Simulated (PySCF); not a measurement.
# C₅H₁₃AlO (SMILES CC[C@H](C)[AlH][O]C): what the fields show

| atom | x (Å) | y (Å) | z (Å) |
| --- | --- | --- | --- |
| C | -1.3791 | 0.7239 | 1.2808 |
| C | -1.3402 | 0.9347 | -0.2240 |
| C | -0.7919 | -0.2925 | -0.9712 |
| C | -1.7362 | -1.4970 | -0.8784 |
| Al | 0.9383 | -0.8850 | -0.1031 |
| O | 2.2938 | 0.0353 | 0.0734 |
| C | 3.4584 | 0.7944 | 0.2278 |
| H | -2.1372 | -0.0025 | 1.5610 |
| H | -0.3996 | 0.3417 | 1.6084 |
| H | -1.5794 | 1.6537 | 1.8090 |
| H | -2.3445 | 1.1799 | -0.5852 |
| H | -0.6922 | 1.7897 | -0.4411 |
| H | -0.7298 | -0.0083 | -2.0327 |
| H | -2.7486 | -1.2386 | -1.1923 |
| H | -1.7790 | -1.8830 | 0.1404 |
| H | -1.3737 | -2.3039 | -1.5152 |
| H | 1.0260 | -2.3221 | 0.4307 |
| H | 3.3847 | 1.7162 | -0.3539 |
| H | 3.6011 | 1.0492 | 1.2808 |
| H | 4.3240 | 0.2249 | -0.1182 |

Geometry: GFN2-xTB.

Method: PySCF, PBE0/pcSseg-1, SCF density, gas phase, non-relativistic.

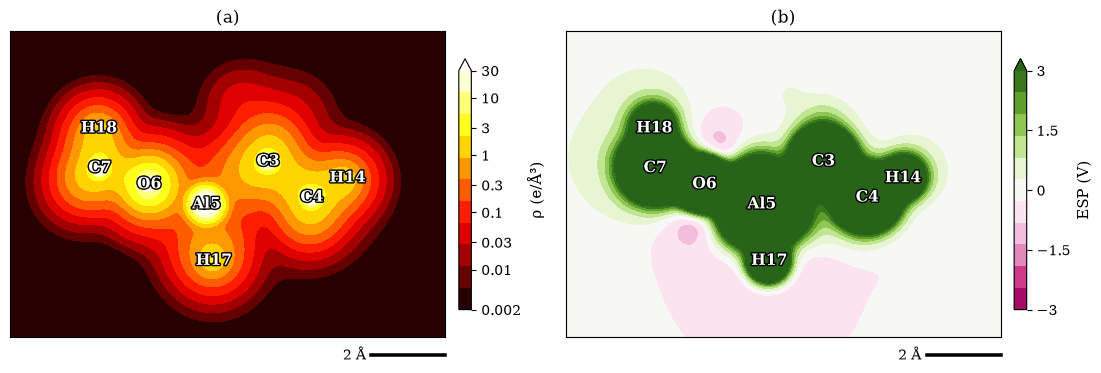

Figure 1. (a) total electron density; (b) molecular electrostatic potential on the plane of atoms O6, Al5 and H17.

**Read the bonding off the picture.**

The plane passes through C, Al, O and H nuclei.
C–O (1.40 Å): the density is about 2 e/Å³ at the midpoint, with its minimum of 1.7 e/Å³ about 0.5 Å from C.
C–C (1.53 Å): ρ at the midpoint is about 1.6 e/Å³.
Al–O (1.65 Å): ρ is about 0.86 e/Å³ halfway.
C–Al (2.02 Å): the density is about 0.67 e/Å³ at the midpoint.
C–H (1.09 Å): ρ is about 2 e/Å³ halfway.
Outside the dense part of the molecule the potential is most negative (−1.0 V) near O6.

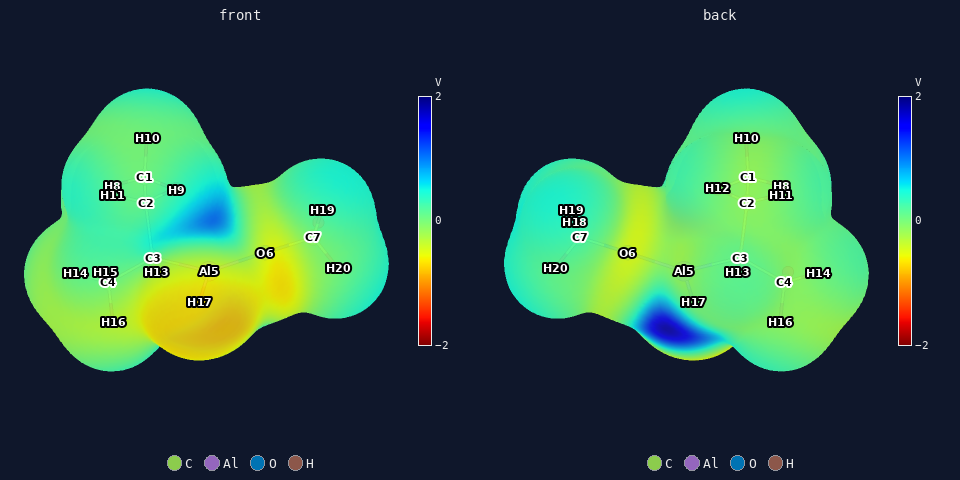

Figure 2. The molecular electrostatic potential painted on the density surface at 0.001 e/bohr³, seen from the front and from behind; red is negative and blue positive.

**Where is the surface potential most negative and most positive?**

The most negative region (about −0.7 V, or −16 kcal/mol for a unit charge) lies over H17, the most positive (about +1.6 V, or +37 kcal/mol for a unit charge) over Al5.
